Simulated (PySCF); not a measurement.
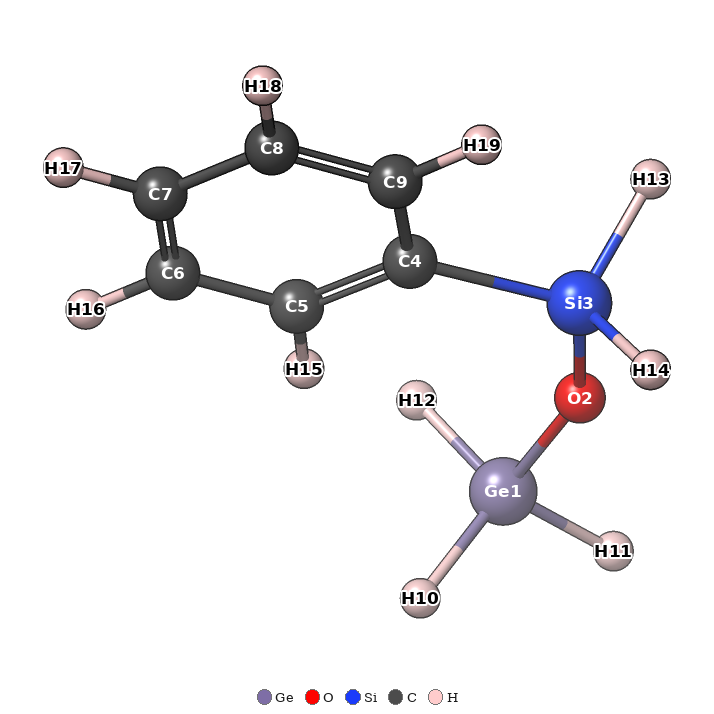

Depth is shown by fading: the farther an atom, the more it takes the colour of the background. The computed structure is the end point of a PBE0-D3(BJ)/def2-SVP optimisation. No frequency run is at hand to confirm it as a minimum.

What is the conformation of the ring C4–C5–C6–C7–C8–C9?

It is planar. The Cremer–Pople amplitude Q is 0.00 Å.

Give the torsion angles round the ring, beginning with the bond from its second to its third atom.

0°, 0°, 0°, 0°, 0°, 0°.
